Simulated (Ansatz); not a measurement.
## AlN: response to strain

Base system: AlN in the zinc blende structure (space group F-43m, No. 216; a = 4.342 Å).

Strains are applied to the cell and any free atomic positions relax.

Computed with LDA (Ansatz, an electronic-structure program, PAW, no spin-orbit coupling).

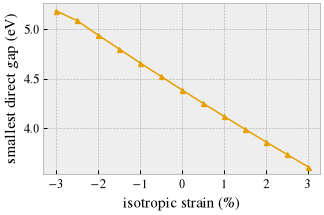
Fig. 1. Smallest direct gap against isotropic strain

| isotropic strain (%) | smallest direct gap |
|---|---|
| -3 | 5.19 eV |
| -2.5 | 5.09 eV |
| -2 | 4.94 eV |
| -1.5 | 4.80 eV |
| -1 | 4.66 eV |
| -0.5 | 4.52 eV |
| 0.5 | 4.25 eV |
| 1 | 4.12 eV |
| 1.5 | 3.99 eV |
| 2 | 3.86 eV |
| 2.5 | 3.74 eV |
| 3 | 3.61 eV |

Whether these cells are dynamically stable was not tested. This is not the structure that AlN has at room temperature and ambient pressure.
